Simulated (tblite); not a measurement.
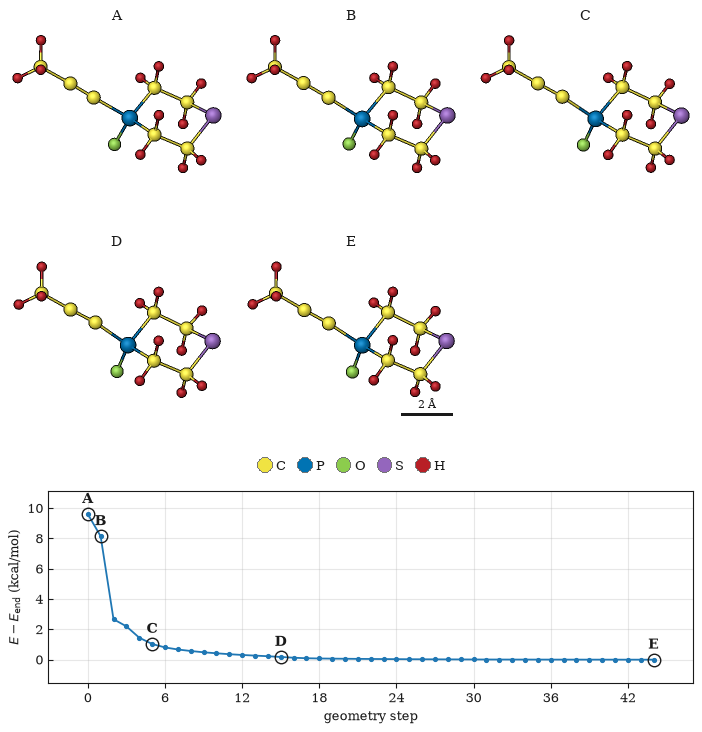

Frames of a relaxation of C7H11OPS, marked on the history of the run. The picture is a ball-and-stick view, seen from a free direction.

Theory: GFN2-xTB geometry optimisation, gas phase in tblite 0.8.0. 

Question: What happens along the run?

Answer: The largest move after the best rigid fit is that of the O atom, 0.18 Å. Largest moves by element: O 0.18 Å, H 0.12 Å, P 0.08 Å, C 0.06 Å, S 0.04 Å. Some distances before and after: C–P 1.760 → 1.840 Å, O–P 1.515 → 1.466 Å, C–P 1.812 → 1.767 Å, C–C 1.477 → 1.442 Å. Among the angles between lasting bonds that change: C–P–O 103.6° → 115.5°, C–P–C 108.7° → 104.6°, P–C–C 111.5° → 107.6°. The energy falls by 9.61 kcal/mol in 44 geometry steps. From step 0 to 1: the P atom moves most (0.08 Å), energy −1.46 kcal/mol. From step 1 to 5: C and O atoms move most (0.06 Å), energy −7.11 kcal/mol. From step 5 to 15: the O atom moves most (0.07 Å), energy −0.86 kcal/mol. From step 15 to 44: the O atom moves most (0.06 Å), energy −0.18 kcal/mol.

```tsv
step	E − E(0), kcal/mol
0	0.00
1	-1.46
2	-6.94
3	-7.41
4	-8.16
5	-8.57
6	-8.80
7	-8.94
8	-9.04
9	-9.12
10	-9.19
12	-9.30
14	-9.38
15	-9.43
17	-9.52
19	-9.54
21	-9.56
23	-9.57
24	-9.58
26	-9.58
28	-9.59
30	-9.60
31	-9.60
33	-9.60
35	-9.60
37	-9.61
39	-9.61
40	-9.61
42	-9.61
44	-9.61
```
